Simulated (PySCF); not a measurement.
CCl2, SMILES `Cl[C]Cl`.

PySCF calculation, CAM-B3LYP/def2-SVPD, gas phase; geometry: GFN2-xTB. No frequency check shows the geometry to be a minimum. GFN2-xTB bond lengths at metals and heavier atoms can be off by up to 0.1 Å and shapes distorted, which carries into these values.

Cartesian coordinates (Å):

```
Cl1      1.3937    0.1386    0.0000
C2       0.0000   -0.7857    0.0000
Cl3     -1.3937    0.1386    0.0000
```

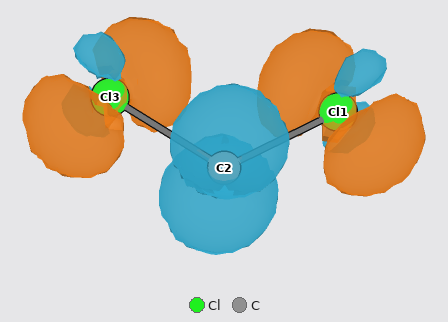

Unrelaxed difference density of S₂ less the ground state (TDA singlet states), ±0.06 e/Å³; light blue: gain, orange: loss.

Q: How does the charge move on excitation?

A: 0.81 e is displaced in all, of which about 0.5 e passes between atoms: Cl1 and Cl3 (0.27 e each) lose electrons and C2 (0.54 e) gains them. The state: 4.76 eV (260 nm), f = 0.000 (dark); the leading pair carries 100 %; hole on Cl1 and Cl3 (48 % each), electron on C2 (58 %) and Cl1 and Cl3 (21 % each); their centroids lie 0.5 Å apart.
